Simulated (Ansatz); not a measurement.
The relaxed structure here is a generated cell of SnO2: the first start was made by placing the elements on the sites of a structure type, and the end was not matched to a known phase here, so it may be hypothetical. Known forms of SnO2 include space group No. 136.

The end point of a relaxation of SnO2. Method: r2SCAN (plane waves to 500 eV, PAW, scalar-relativistic; Ansatz, a first-principles code).

P4₂/nmc, origin choice 1 (No. 137), tP6; a = b = 3.548 Å, c = 5.431 Å, α = β = γ = 90.00°.

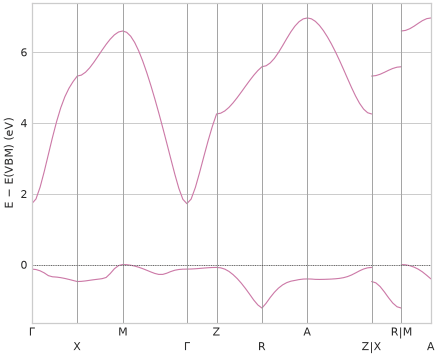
Figure. Highest filled and lowest empty band along the path of this cell's Brillouin zone

Read off the gap and say whether it is direct.

1.72 eV, indirect (valence top at M, conduction bottom at Γ) (no spin-orbit coupling).

How far does the top valence band disperse along this path?

About 1.2 eV.

No spin polarisation in the result.

The run could not lower the symmetry of its start; a shaken copy of this end point relaxes with r2SCAN to C2/c (No. 15), 0.025 eV/atom lower.
